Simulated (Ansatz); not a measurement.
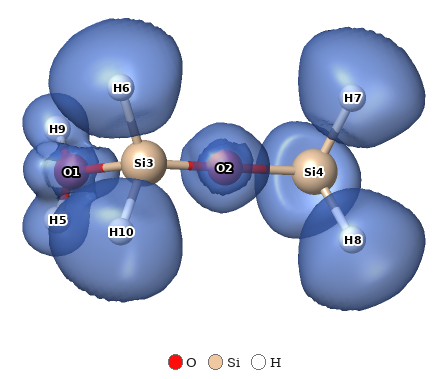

The picture shows: H6O2Si2 (SMILES [OH2+][SiH2]O[SiH2]) (charge +1, doublet). Isosurface of the ELF at 0.8 (blue), seen from one side. Core shells and regions of very low density are left out.

Geometry: B3LYP-D3(BJ)/def2-SVP.

All numbers below come from isolated molecule in a Gaussian basis; Kohn-Sham density functional theory, functional PBE0 in Ansatz.

```tsv
atom	x (Å)	y (Å)	z (Å)
O	0.1996	-0.6034	1.7593
O	-0.0476	0.5498	-0.7450
Si	-0.9822	-0.0237	0.4148
Si	0.8776	1.1841	-2.0417
H	0.6281	-0.0013	2.3973
H	-1.6144	-1.3248	0.1499
H	0.5581	0.3491	-3.2330
H	0.4807	2.6129	-2.1807
H	0.6791	-1.4533	1.7263
H	-1.7006	0.9771	1.2178
```

Question: Where are the electrons localised?

Answer: The ELF exceeds this value in four regions around hydrogen nuclei, one lobe on Si, pointing away from the bonds (non-bonding electrons), one region wrapped around O (its lone pairs, merged into a ring or cap) and one joined region spread over several atoms (H, O), in which their bonds and any lone pairs are merged.

Values along the shortest contacts:
Si–O (1.60 Å): the ELF peaks at about 0.85 between the atoms: a polar covalent bond. O–H (0.98 Å): the ELF climbs to about 1 towards the hydrogen, as it does in any bond to H; a covalent bond by its length.
